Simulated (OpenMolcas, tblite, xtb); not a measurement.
SnSiH4ClF (SMILES [F][SnH]([SiH3])[Cl]): methods side by side

The species is SnSiH4ClF (8 atoms), meant as a singlet with charge 0. As SMILES, `[F][SnH]([SiH3])[Cl]`. The shape is that of a PBE0-D4/def2-TZVP optimisation.

Quantity: the electronic atomisation energy, in eV. The values are calculated. Electronic energies at fixed atoms, without zero-point motion or spin-orbit coupling.

```json
{"level": "GFN2-xTB", "kind": "semi-empirical", "program": "tblite", "value (eV)": "20.47"}
{"level": "GFN1-xTB", "kind": "semi-empirical", "program": "xtb", "value (eV)": "33.04"}
{"level": "HF/def2-SVP (core potential)", "kind": "Hartree–Fock", "program": "OpenMolcas", "value (eV)": "16.47"}
{"level": "SVWN5/def2-SVP (core potential)", "kind": "LDA", "program": "OpenMolcas", "value (eV)": "25.89"}
{"level": "BLYP/def2-SVP (core potential)", "kind": "GGA", "program": "OpenMolcas", "value (eV)": "22.20"}
{"level": "r2SCAN/def2-SVP (core potential)", "kind": "meta-GGA", "program": "OpenMolcas", "value (eV)": "22.79"}
{"level": "BHLYP/def2-SVP (core potential)", "kind": "global hybrid", "program": "OpenMolcas", "value (eV)": "21.83"}
{"level": "PBE0/def2-SVP (core potential)", "kind": "global hybrid", "program": "OpenMolcas", "value (eV)": "22.31"}
```

The values span 16.47 to 33.04 eV. GFN1-xTB: no spin polarisation, so open shells miss the exchange term that lowers them.

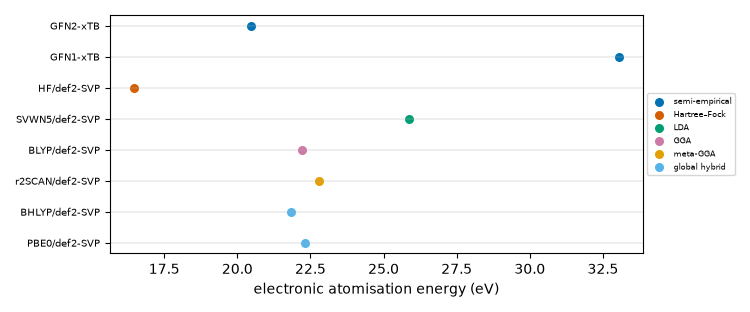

The values of the table, level by level.
